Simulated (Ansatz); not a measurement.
# Σ3 (112) boundary in fcc Ag: structure and resistance, part 2 of 3

How much does the Σ3 (112) boundary in fcc Ag reflect electrons?

Ansatz 0.2.0; Ansatz plane-wave DFT, PBE, PAW files; relaxation of a bicrystal slab with its lowest layers held; PAW set soft_1 (the session's first sound run).

So far: The structure; Relaxing the bicrystal.

## Step 2: Relaxing the bicrystal (continued)

Relaxation path:

| step | energy less that of the first step (eV) | largest force component (eV/Å) |
| --- | --- | --- |
| 1 | 0.0000 | 0.4956 |
| 2 | -0.2540 | 0.2835 |
| 3 | -0.3865 | 0.1415 |
| 4 | -0.4265 | 0.0339 |
| 5 | -0.4390 | 0.0717 |
| 6 | -0.4547 | 0.0595 |
| 7 | -0.4717 | 0.0313 |
| 8 | -0.4830 | 0.0551 |
| 9 | -0.4898 | 0.0643 |
| 10 | -0.4930 | 0.0539 |
| 11 | -0.4973 | 0.0434 |
| 12 | -0.5000 | 0.0350 |
| 13 | -0.5055 | 0.0688 |
| 14 | -0.5117 | 0.0819 |
| 15 | -0.5179 | 0.0842 |
| 16 | -0.5218 | 0.0177 |
| 17 | -0.5218 | 0.0177 |
| 18 | -0.5227 | 0.0212 |

Forces are held to the 2 operations that the run works with; a distortion that breaks them can't arise in this run.

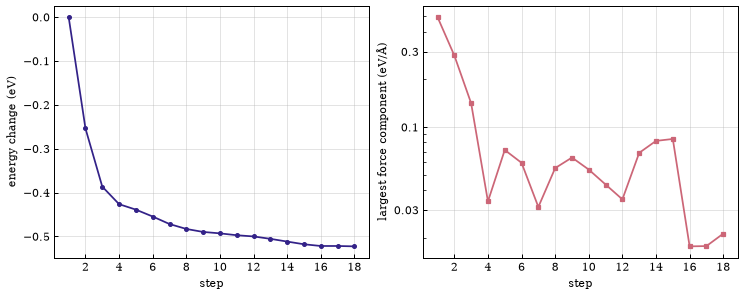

Energy and largest force along the relaxation.

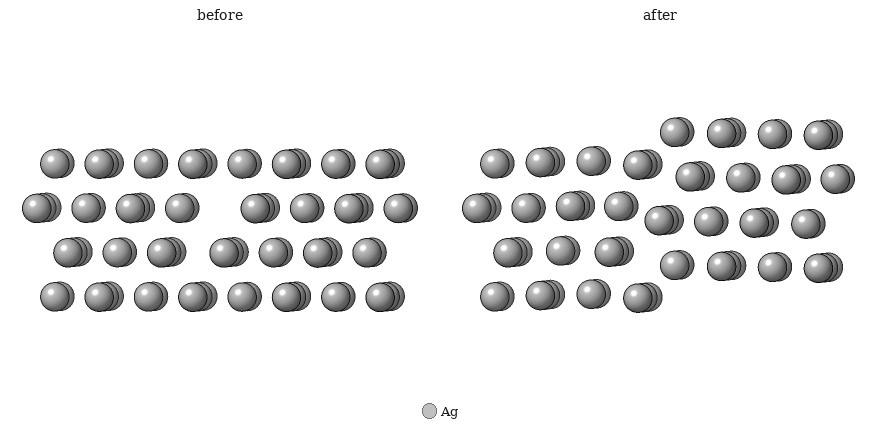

Before and after, at one scale.

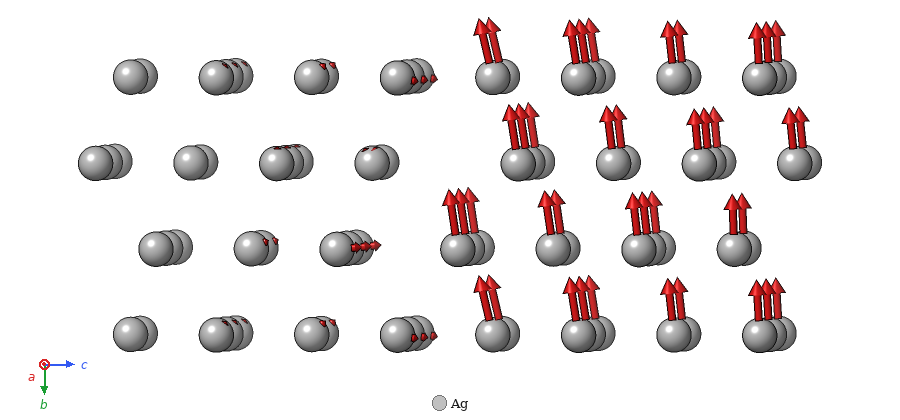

Displacements in the relaxation, scaled; the longest in the cell stands for 1.74 Å. 2×1×1 cells are drawn. Some periodic images of atoms are drawn too.

The atoms that moved most (Å):

| atom | dx | dy | dz | length |
| --- | --- | --- | --- | --- |
| Ag12 | 0.000 | -1.716 | -0.260 | 1.735 |
| Ag13 | 0.000 | -1.683 | -0.401 | 1.730 |
| Ag14 | 0.000 | -1.686 | -0.268 | 1.707 |
| Ag15 | 0.000 | -1.652 | -0.247 | 1.670 |
| Ag16 | 0.000 | -1.643 | -0.264 | 1.664 |
| Ag17 | 0.000 | -1.622 | -0.200 | 1.634 |
| Ag18 | 0.000 | -1.593 | -0.186 | 1.604 |
| Ag19 | 0.000 | -1.583 | -0.178 | 1.593 |

Numbers from this step:

| Quantity | Value |
| --- | --- |
| free energy | -174581.4337 eV |
| energy at zero smearing | -174581.3174 eV |
| Fermi energy | 9.405 eV |

The largest force component on a free atom ends at 0.021 eV/Å, under the tolerance of 0.03, after 18 steps.

## Step 3: Transmission across the boundary

This step: Ansatz plane-wave DFT, PBE, PAW files; ballistic transport by layer matching (Landauer), zero bias; boundary relaxed in a short slab, bulk layers laid on; PAW set soft_1 (Ansatz 0.2.0).

System of this step: Σ3 (112) boundary in fcc Ag. The cell holds 52 atoms: 52 Ag. Its edges and angles: a = 2.889 Å, b = 7.078 Å, c = 51.172 Å, α = 90.0°, β = 90.0°, γ = 90.0°. It derives from Ag. Regions: lower grain, 21 atoms (21 Ag); boundary, 14 atoms (14 Ag); upper grain, 17 atoms (17 Ag). Vacuum lies along c.

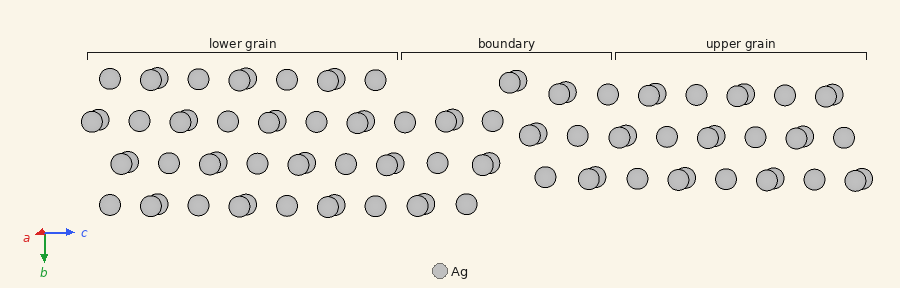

The cell of this step (silver light grey). Some periodic images of atoms are drawn too.

Contents of input.yaml:

```yaml
crystal:
  lattice:
    - [2.8893797293, 0.0, 0.0]
    - [0.0, 7.0775060099, 0.0]
    - [0.0, 0.0, 51.1724659931]
  atoms:
    - { symbol: Ag, position: [-13.9999999996, 9.3333333335, 0.0781670362] }
    - { symbol: Ag, position: [-13.4999999997, 9.0000000002, 0.0944666627] }
    - { symbol: Ag, position: [-12.9999999997, 8.6666666668, 0.1107662891] }
    - { symbol: Ag, position: [-12.4999999997, 8.3333333335, 0.1270659156] }
    - { symbol: Ag, position: [-11.9999999997, 8.0000000001, 0.1433655421] }
    - { symbol: Ag, position: [-11.4999999997, 7.6666666668, 0.1596651686] }
    - { symbol: Ag, position: [-10.9999999997, 7.3333333335, 0.1759647951] }
    - { symbol: Ag, position: [-10.4999999998, 7.0000000001, 0.1922644216] }
    - { symbol: Ag, position: [-9.9999999998, 6.6666666668, 0.2085640481] }
    - { symbol: Ag, position: [-9.4999999998, 6.3333333335, 0.2248636746] }
    - { symbol: Ag, position: [-8.9999999998, 6.0000000001, 0.2411633011] }
    - { symbol: Ag, position: [-8.4999999998, 5.6666666668, 0.2574629275] }
    - { symbol: Ag, position: [-7.9999999998, 5.3333333334, 0.273762554] }
    - { symbol: Ag, position: [-7.4999999999, 5.0000000001, 0.2900621805] }
    - { symbol: Ag, position: [-6.9999999999, 4.6666666668, 0.306361807] }
    - { symbol: Ag, position: [-6.4999999999, 4.3333333334, 0.3226614335] }
    - { symbol: Ag, position: [-5.9999999999, 4.0000000001, 0.33896106] }
    - { symbol: Ag, position: [-5.4999999999, 3.6666666668, 0.3552606865] }
    - { symbol: Ag, position: [-4.9999999999, 3.3333333334, 0.371560313] }
    - { symbol: Ag, position: [-4.5, 3.0000000001, 0.3878599395] }
    - { symbol: Ag, position: [-4.0, 2.6666666667, 0.4041595659] }
    - { symbol: Ag, position: [0.5, 0.3333333334, 0.4204591924] }
    - { symbol: Ag, position: [0.0, -0.0121337236, 0.4380208036] }
    - { symbol: Ag, position: [0.5, 0.6545758932, 0.4564930943] }
    - { symbol: Ag, position: [0.0, 0.3176170709, 0.4694412945] }
    - { symbol: Ag, position: [0.5, -0.0202716776, 0.4884937671] }
    - { symbol: Ag, position: [0.0, 0.6611911695, 0.5099910964] }
    - { symbol: Ag, position: [0.5, 0.3196582471, 0.5172816562] }
    - { symbol: Ag, position: [0.0, 0.0065624135, 0.5398285294] }
    - { symbol: Ag, position: [0.0, 0.4242408124, 0.5620776813] }
    - { symbol: Ag, position: [0.5, -0.2377260889, 0.5756242851] }
    - { symbol: Ag, position: [0.0, 0.0951662832, 0.5945104895] }
    - { symbol: Ag, position: [0.5, 0.4332744251, 0.6112285362] }
    - { symbol: Ag, position: [0.0, -0.2320773744, 0.6272007836] }
    - { symbol: Ag, position: [0.5, 0.1041752997, 0.6447393135] }
    - { symbol: Ag, position: [-4.0, 2.437508633, 0.66103894] }
    - { symbol: Ag, position: [-4.5, 2.7708419664, 0.6773385665] }
    - { symbol: Ag, position: [-4.9999999999, 3.1041752997, 0.693638193] }
    - { symbol: Ag, position: [-5.4999999999, 3.437508633, 0.7099378195] }
    - { symbol: Ag, position: [-5.9999999999, 3.7708419664, 0.726237446] }
    - { symbol: Ag, position: [-6.4999999999, 4.1041752997, 0.7425370725] }
    - { symbol: Ag, position: [-6.9999999999, 4.437508633, 0.7588366989] }
    - { symbol: Ag, position: [-7.4999999999, 4.7708419664, 0.7751363254] }
    - { symbol: Ag, position: [-7.9999999998, 5.1041752997, 0.7914359519] }
    - { symbol: Ag, position: [-8.4999999998, 5.4375086331, 0.8077355784] }
    - { symbol: Ag, position: [-8.9999999998, 5.7708419664, 0.8240352049] }
    - { symbol: Ag, position: [-9.4999999998, 6.1041752997, 0.8403348314] }
    - { symbol: Ag, position: [-9.9999999998, 6.4375086331, 0.8566344579] }
    - { symbol: Ag, position: [-10.4999999998, 6.7708419664, 0.8729340844] }
    - { symbol: Ag, position: [-10.9999999997, 7.1041752998, 0.8892337109] }
    - { symbol: Ag, position: [-11.4999999997, 7.4375086331, 0.9055333373] }
    - { symbol: Ag, position: [-11.9999999997, 7.7708419664, 0.9218329638] }
kpoints:
  mp_grid: { grid: [9, 4, 1] }
hamiltonian:
  xc: pbe
  pseudopotentials: { kind: paw, azcp: { folder: soft_1 } }
scf:
  occupations: { method: fermi_dirac, width: 0.1 }
output:
  transmission:
    leads: [[11, 12], [42, 43]]
    kmesh: [22, 10]
    e_range: [-0.1, 0.1]
    de: 0.05
  write_potential: true
  write_density: true
  volumetric_format: npy
  elf: true
```

Started as:

```console
ansatz run input.yaml --threads 8 --pin off --max-ram 15360MiB --backend cpu --events-out ev --progress --plain --runs-dir out
```

Numbers of over 12 decimals in the logs are rounded to 6 here.

Output:

```text
[...]
Crystal: 52 atoms, lattice volume = 1046.457 Å³
Basis set: ecut = 420 eV, 20417 PW (Γ)
Bands: 593, of which v1, the nominal top of the filled ones, is band 494 counted from 1 (493 counted from 0)
Symmetry: 2 space group operations
[...]
k-points: 15 of 36 (time reversal used)
[...]
SCF iter   1: F=—  HF=-394721.268495 eV  |F-HF|=—  |Δ(HF+E_count)|=         —  Δρ=6.30e-2  dr2=4.67e1  ethr=3.10e-3  ⟨swp⟩=5.0  Hψ=26663  notcnv=0  defer=801
[...]
SCF iter  10: F=-394709.200846 eV  HF=-394709.200846 eV  |F-HF|=1.03e-8  |Δ(HF+E_count)|=   1.53e-8  Δρ=1.59e-6  dr2=2.22e-8  ethr=1.01e-11  ⟨swp⟩=2.9  Hψ=18843  notcnv=0
SCF 1 converged in 10 iterations: F = -394709.200846 eV  dr2 = 2.22e-8
[...]
transmission: 284 of 2808 steps passed
transmission: 564 of 2808 steps passed
[...]
transmission: 2808 of 2808 steps passed
WARN: The output density's exchange-correlation potential varies sharply where the density is thin. Do not read a vacuum level from v_tot or v_xc, or from such a field of the output density. On a cell that repeats whose density bears no net charge and no dipole along the vacuum's axis use v_es (v_loc + v_h of the components); under efield.dipole_correction with no amplitude use v_es + v_field, which holds any externa [...]
SCF converged after 10 iterations
Free energy (F): -394709.200846 eV
[...]
Internal energy: -394708.742209 eV  (E = F + TS)
E sigma→0 (E₀):  -394708.971527 eV
Entropy (-TS):   -0.458637 eV (-8.820 meV/atom)
Fermi energy:    13.997059 eV
[...]
--- Band table (eV; the first three rows and the last of 15) ---
  k-point 0: bands = [... 490 lower, 11.8880, 11.9788, 12.1551, 12.2298, 12.4110, 12.4340, 12.5111, 12.7900, ... 95 higher]
  k-point 1: bands = [... 490 lower, 11.8939, 11.9326, 12.2274, 12.3755, 12.5627, 12.6312, 12.6718, 12.8910, ... 95 higher]
  k-point 2: bands = [... 490 lower, 11.4196, 11.4999, 11.7993, 11.8823, 12.2890, 12.3517, 12.7788, 12.8890, ... 95 higher]
  k-point 14: bands = [... 490 lower, 14.7531, 14.8744, 15.0186, 15.0688, 15.1742, 15.2049, 15.2651, 15.3125, ... 95 higher]
--- Transmission ---
  basis      : 175 plane waves across, 39 finite elements along
  points     : 72, standing for a mesh of 22 x 10
  energies   : 5 from -0.100000 to 0.100000 eV about the Fermi level, 0.050000 eV apart; the leads are filled to 0.000000 eV, and channels, transmission and decay are at 0.000000 eV
  crystal 0  : Ag3, at the sites [11, 12], period 2.5023 Å, over 18.35 Å; its Hamiltonian steps by up to 12.1 meV
    offset         : up to 0.0000 Å between an atom of the period and one for which it stands
    channels       : 2.322727e0 a spin
    conductance    : none, the energies end too early or step too widely for 300 K: set another output.transmission.e_range or a lower de, or, where they end at an eighth of basis.ecutwfc, a higher one
[...]
channels       : 2.322727e0 a spin
[...]
junction   : crystal 0 to crystal 1, 13.04 to 37.86 Å
    transmission   : 2.013784e0 a spin
[...]
```

Run time: 6.3 min. Hardware: 8 threads of Intel Xeon at 2.60GHz (Ice Lake), shared host; peak memory 12 GiB.

This step gave:

```
free energy                                    : -394709.2008 eV
energy at zero smearing                        : -394708.9715 eV
Fermi energy                                   : 14.00 eV
cell area                                      : 20.45 Å²
transmission per spin nearest the Fermi level  : 2.014
open channels per spin nearest the Fermi level : 2.323
open channels per spin, upper lead             : 2.323
step of the lead's potential                   : 12.1 meV
step of the upper lead's potential             : 12.9 meV
```

Per spin. Table of transmission, zone mean by energy, zero at the Fermi level:

| energy (eV) | transmission, zone mean |
| --- | --- |
| -0.1000 | 2.00 |
| -0.0500 | 2.01 |
| 0.0000 | 2.01 |
| 0.0500 | 2.01 |
| 0.1000 | 2.01 |

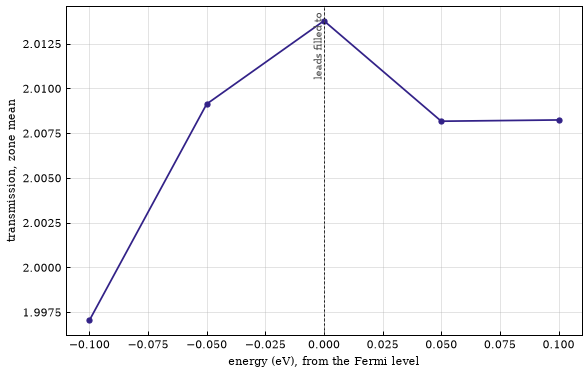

Transmission, zone mean, plotted against energy.

Per spin. Open channels, zone mean, lead = upper lead against energy, zero at the Fermi level:

| energy (eV) | open channels, zone mean, lead = upper lead |
| --- | --- |
| -0.1000 | 2.27 |
| -0.0500 | 2.29 |
| 0.0000 | 2.32 |
| 0.0500 | 2.31 |
| 0.1000 | 2.31 |

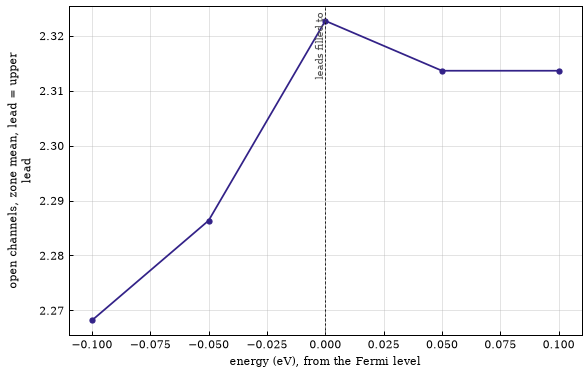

Open channels, zone mean, lead = upper lead against energy.

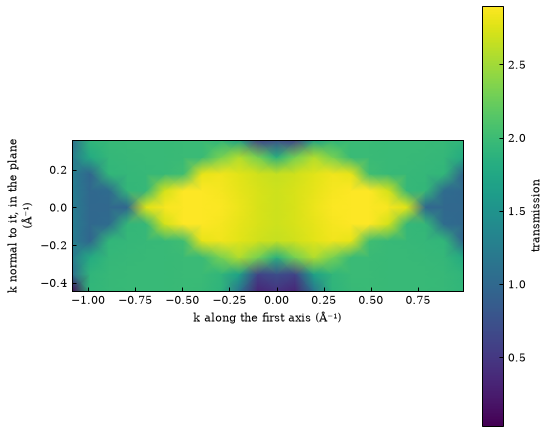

Transmission over k1 and k2. At 0.0000 eV from the Fermi level.

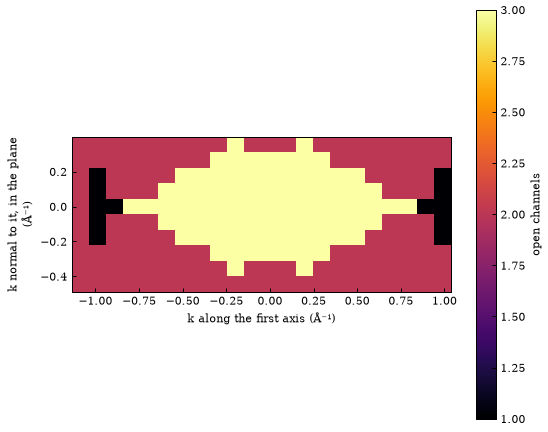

Open channels over k1 and k2. At 0.0000 eV from the Fermi level.

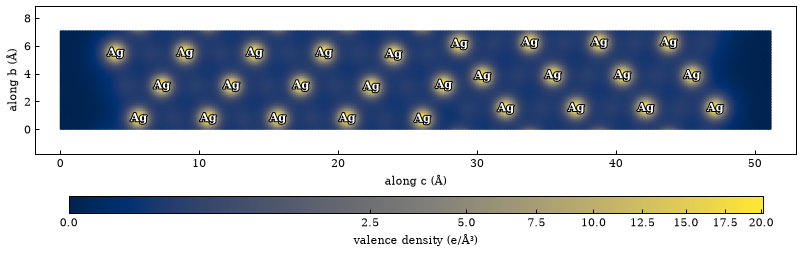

Valence density in the cb plane at fractional x = 0.000, with atoms of Ag within 0.2 Å of it. It is the smooth field of the valence electrons, not physical close to the nuclei. The map starts off the cell's origin, so that atoms lie inside it. The colour scale is stretched toward low values.

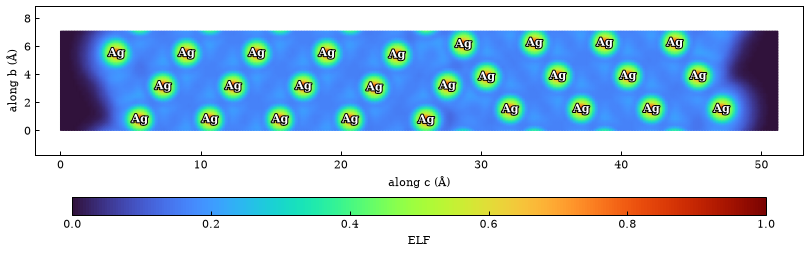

ELF in the cb plane at fractional x = 0.000, with atoms of Ag within 0.2 Å of it. It is the smooth field of the valence electrons, not physical close to the nuclei. The map starts off the cell's origin, so that atoms lie inside it.

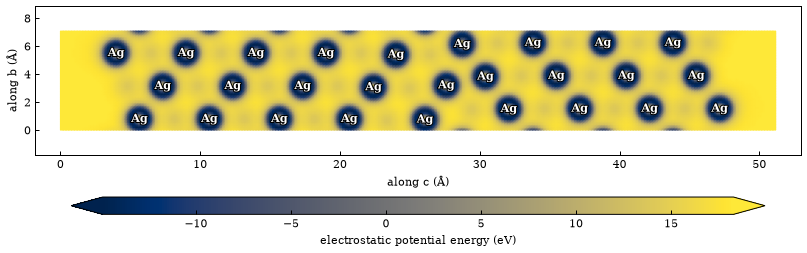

Electrostatic potential energy in the cb plane at fractional x = 0.000, with atoms of Ag within 0.2 Å of it. With pseudopotentials it is smooth inside the atoms' cores, unlike the true potential. The map starts off the cell's origin, so that atoms lie inside it.

Over the solved energies the transmission per spin lies between 2.00 and 2.01, out of 2.30 channels of the lead on average (up to 2.32).

## Step 4: Specific resistance

This step: Ansatz plane-wave DFT, PBE, PAW files; ballistic transport by layer matching (Landauer), zero bias; specific resistance of the boundary; PAW set soft_1 (Ansatz 0.2.0).

This step gave:

| Quantity | Value |
| --- | --- |
| area resistance | 0.1678 fΩ m² |
| T over the leads' mean channel count | 0.8724 |

Averaged over the energies near the Fermi level, 87.2 % of the channels pass, which makes 0.168 fΩ m².

By hand, with T and the leads' channels N averaged over the energies near the Fermi level: RA = A (h/2e²)(1/T − ½[1/N₁ + 1/N₂]) = 20.45×10⁻²⁰ m² × 12 906 Ω × (1/2.007 − ½[1/2.301 + 1/2.301]) = 0.168 fΩ m².

[end of part 2 of 3]

[Logs are printed without paths, hosts, clocks, repeated set-up lines and the standing remarks that a program may print on its own settings, such as how far it seeks lower states.]

[Hosts, paths, dates, database ids (printed as entryN), source tags and the programs' standing remarks are cut or masked in the printed files.]
